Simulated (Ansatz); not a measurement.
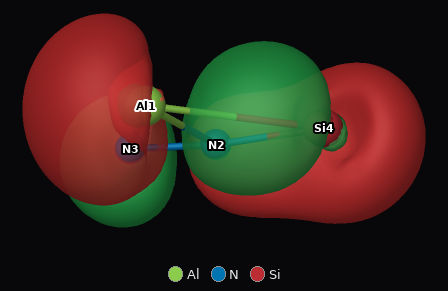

The picture shows: AlN₂Si (SMILES [N-]1[N+]2=[Si][Al]12) (doublet). The HOMO−1 (α) at ±0.1 Å⁻³ᐟ² (green and red are the two phases), seen from one side.

Geometry: r2SCAN-D4/def2-SVP.

Method: isolated molecule in a Gaussian basis; Kohn-Sham density functional theory, functional PBE0 (Ansatz 0.2.0).

```xyz
4

Al    0.6329    0.0970    1.4648
N    -0.4508   -0.4981   -0.2692
N     0.7056   -0.8683   -0.4087
Si   -1.8722    0.1954    0.3741
```

Describe this orbital and give its energy.

Answer. By Hirshfeld shares it lies mainly on Al1 (about 30 %), Si4 (about 30 %), N3 (about 25 %) and N2 (about 20 %); it is symmetric in the molecular plane (an in-plane orbital: σ, lone-pair or in-plane π type). Its energy is −6.47 eV.
